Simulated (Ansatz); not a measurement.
## Electronic structure of AlBrH$_{2}$···HCl in real space

Input file:

```
crystal:
  periodic: [false, false, false]
  atoms:
    - { symbol: Al, position_ang: [0.0, 0.0, 0.0] }
    - { symbol: Cl, position_ang: [0.0, 0.0, 2.58] }
    - { symbol: H, position_ang: [1.351, 0.0, -0.78] }
    - { symbol: H, position_ang: [-1.351, 0.0, -0.78] }
    - { symbol: Br, position_ang: [0.1133, -2.5693, 0.8545] }
    - { symbol: H, position_ang: [0.0643, -1.4586, 2.1423] }
basis:
  gaussian: { orbitals: def2-SVP }
hamiltonian:
  xc: pbe
relax:
  f_tol: 0.15
  max_steps: 25
  restrain:
    - { distance: [0, 4], at: 2.41, k: 30.0 }
    - { distance: [5, 1], at: 1.37, k: 30.0 }
    - { distance: [0, 1], at: 3.43, k: 30.0 }
    - { distance: [5, 4], at: 2.75, k: 30.0 }
output:
  orbitals: {}
```

Run with:

```sh
ansatz run input.yaml --threads 1 --pin off --max-ram 2048MiB --backend cpu --events-out ev --progress --plain --runs-dir out
```

The fields are those of the run's last geometry, not of the input's.

Not at a stationary point (largest force 1.0 eV/Å).

Method: RKS PBE/def2-SVP (Ansatz 0.2.0).

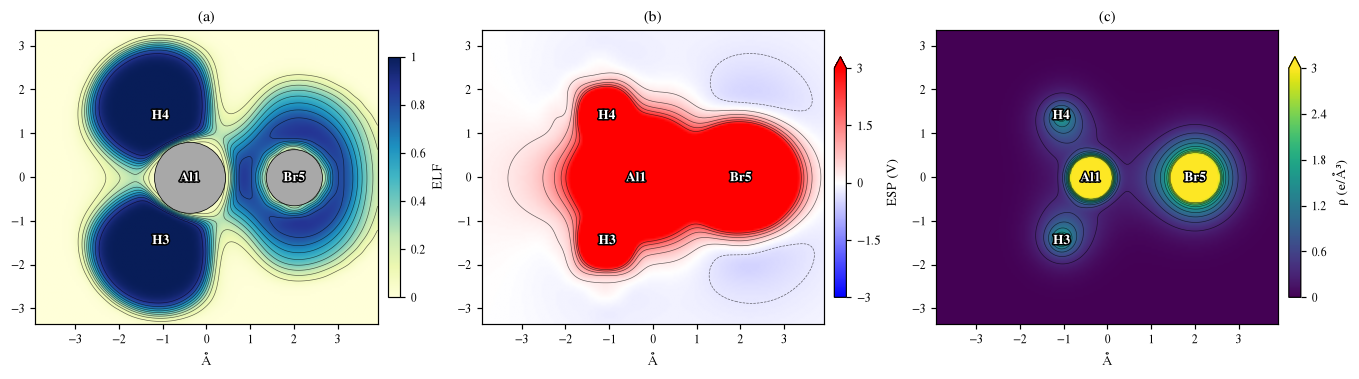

Figure 1. (a) electron localisation function; (b) molecular electrostatic potential; (c) electron density on the plane of atoms H3, Al1 and Br5. Grey discs cover the atomic cores in the ELF map.

Question: Read the bonding off the picture.

Answer: The plane passes through Al, H and Br nuclei.
Al–Br (2.38 Å): the density is about 0.53 e/Å³ at the midpoint; the ELF peaks at about 0.85 in the valence shell of Br, 1.1 Å from its nucleus, and is about 0.85 at the midpoint.
Al–H (1.59 Å): ρ is about 0.54 e/Å³ halfway; the ELF climbs to about 1 towards the hydrogen.
The ELF also peaks beside Br5, away from the bonds: lone-pair regions.
Outside the dense part of the complex the potential is most negative (−0.5 V) near Br5.

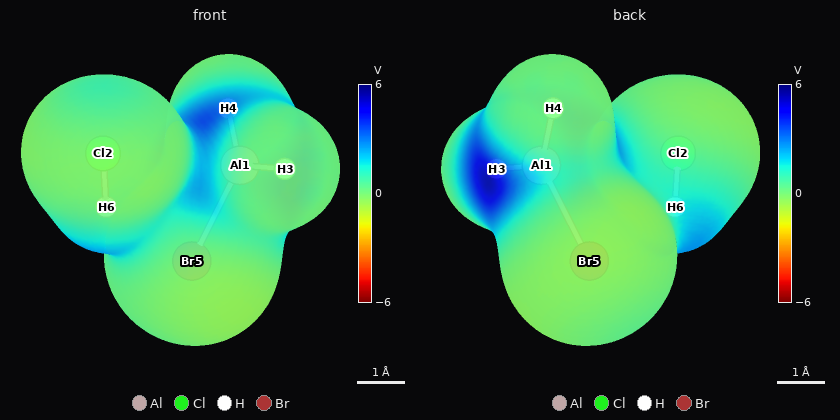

Figure 2. The electrostatic potential painted on the density surface at 0.004 e/bohr³, seen from the front and from behind; red is negative and blue positive.

Question: Which sites attract a positive test charge, and which a negative one?

Answer: A positive charge is drawn to the negative regions and a negative charge to the positive ones. The most negative region (about −0.4 V, or −9 kcal/mol for a unit charge) lies over Br5, the most positive (about +4.9 V, or +113 kcal/mol for a unit charge) over Al1.

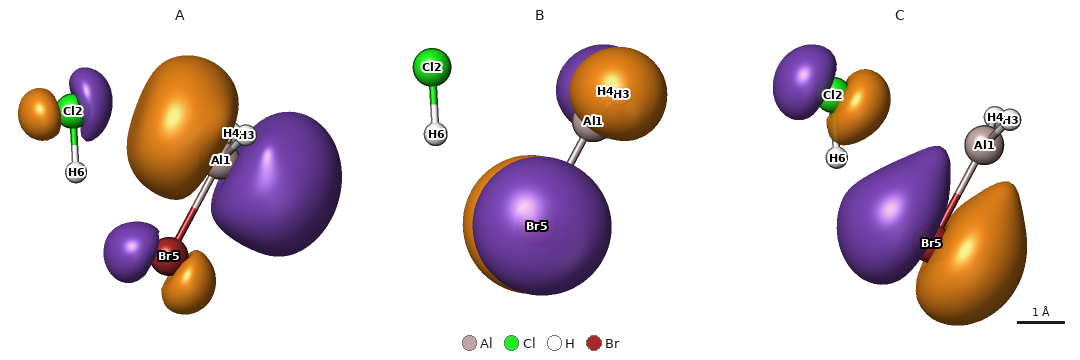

Figure 3. Three frontier orbitals at ±0.08 Å⁻³ᐟ² (orange and purple are the two phases), in no order.

Question: Order the three orbitals by energy and name them.

Answer: C is the HOMO−1 (−7.36 eV). By Hirshfeld shares it lies mainly on Br5 (about 85 %) and Cl2 (about 10 %); largely a lone pair of Br5. B is the HOMO (−6.92 eV). Its weight (Hirshfeld) is mainly on Br5 (about 75 %), H4 (about 5 %) and H3 (about 5 %); largely a lone pair of Br5. A is the LUMO (−2.40 eV). It lies mainly on Al1 (about 75 %), Br5 (about 10 %) and Cl2 (about 5 %).

Question: What is the HOMO–LUMO gap?

Answer: 4.52 eV between the orbital energies.
